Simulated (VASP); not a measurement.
Band structure of HfTe₂ (space group P-3m1). All values below come from LDA (Ceperley-Alder, Perdew-Zunger), VASP's LDA PAW potentials (set 64) (plane waves; VASP).

Unless said otherwise, spin-orbit coupling is left out, though it shifts the bands of the heavy elements here.

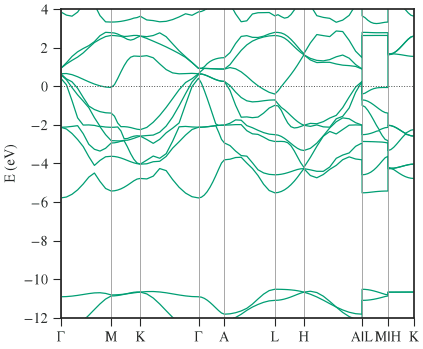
Fig. 1. Bands along high-symmetry lines, zero at the valence-band maximum or, without a gap, the Fermi level

Q: Read the plot: is there a gap, and where are the band edges?

A: It has no gap at this level: it comes out as a metal or semimetal. (Edges off the drawn lines would not show.)

The structure comes from a computed database's HfTe2 entry (P-3m1); how it stands against other phases isn't given here. It was relaxed first, which changed the volume by -15 %.
